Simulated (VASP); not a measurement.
Band structure of MgO (relaxed from the NiAs type structure, space group P6_3/mmc). All values below come from PBEsol GGA, VASP's PBE PAW potentials (set 64) (plane waves; VASP 6.6.1).

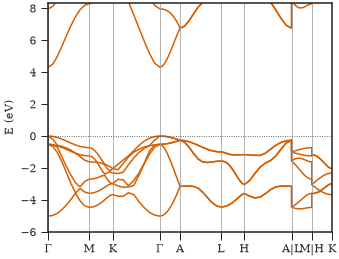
Figure. Bands along high-symmetry lines, zero at the valence-band maximum or, without a gap, the Fermi level

Q: Read the plot: is there a gap, and where are the band edges?

A: The gap is direct, 4.30 eV, from the valence maximum at Γ to the conduction minimum at Γ. (Edges off the drawn lines would not show.)

The structure was generated: MgO was put into the NiAs type type (P6_3/mmc), which need not be its known phase. It was relaxed first, which changed the volume by -12 %.
